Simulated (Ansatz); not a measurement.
# AlFH₃NTe (SMILES [NH2][Al]([F])[TeH]): what the fields show

Input

```
crystal:
  periodic: [false, false, false]
  atoms:
    - { symbol: "N", position_ang: [-0.5646, 1.1907, 0.7979] }
    - { symbol: Al, position_ang: [0.5718, -0.164, 0.2497] }
    - { symbol: F, position_ang: [2.2351, -0.1872, 0.8514] }
    - { symbol: Te, position_ang: [-0.1824, -2.018, -1.3729] }
    - { symbol: H, position_ang: [-0.7295, 1.1441, 1.8026] }
    - { symbol: H, position_ang: [-1.5405, 1.0405, 0.3529] }
    - { symbol: H, position_ang: [0.2714, -1.074, -2.7272] }
basis:
  gaussian: { orbitals: def2-SVP }
hamiltonian:
  xc: lda
relax:
  f_tol: 0.015
  max_steps: 40
output:
  orbitals: {}
```

Run with:

```sh
ansatz run input.yaml --threads 1 --pin off --max-ram 2048MiB --backend cpu --events-out ev --progress --plain --runs-dir out
```

The fields are those of the relaxed geometry.

Core potentials replace the inner electrons of Te.

These are results of RKS LDA/def2-SVP in Ansatz 0.2.0, not measurements.

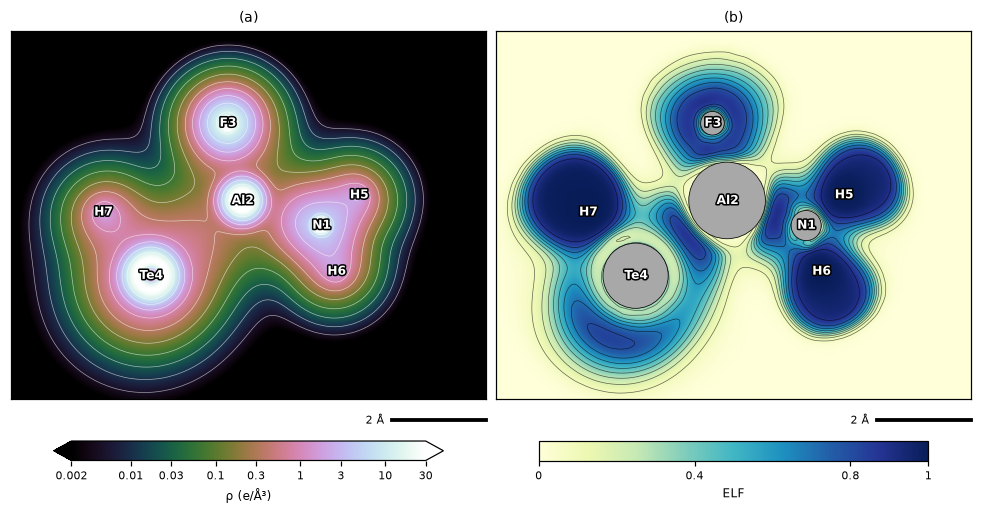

Figure 1. (a) electron density; (b) ELF on the molecular plane. Grey discs cover the atomic cores in the ELF map.

**What does the map show?**

The section cuts through N, Al, F, Te and H sites.
Al–F (1.66 Å): ρ is about 0.81 e/Å³ halfway; the ELF peaks at about 0.85 in the valence shell of F, 0.5 Å from its nucleus, and is about 0.25 at the midpoint.
Al–N (1.76 Å): ρ at the midpoint is about 0.85 e/Å³; the ELF peaks at about 0.90 in the valence shell of N, 0.7 Å from its nucleus, and is about 0.55 at the midpoint.
Al–Te (2.51 Å): the density is about 0.53 e/Å³ at the midpoint; the ELF peaks at about 0.85 between the atoms: a covalent bond.
N–H (1.02 Å): the density is about 2.7 e/Å³ at the midpoint; the ELF climbs to about 1 towards the hydrogen, as it does in any bond to H; an ordinary covalent bond to hydrogen.
Te–H (1.68 Å): the density is about 1.2 e/Å³ at the midpoint; the ELF climbs to about 1 towards the hydrogen.
The ELF also peaks beside Te4 and F3, away from the bonds: lone-pair regions.

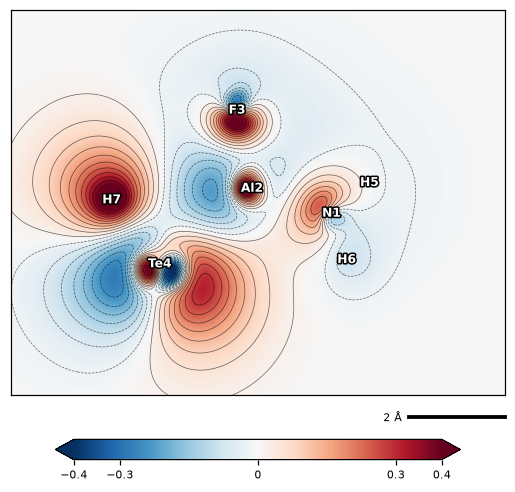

Figure 2. One frontier orbital on the molecular plane (values in Å⁻³ᐟ²; the overall sign is arbitrary).

**Which orbital is it: HOMO or LUMO?**

The LUMO, at −1.51 eV. It lies mainly on Te4 (about 50 %), Al2 (about 25 %) and H7 (about 20 %); it is symmetric in the molecular plane (an in-plane orbital: σ, lone-pair or in-plane π type).
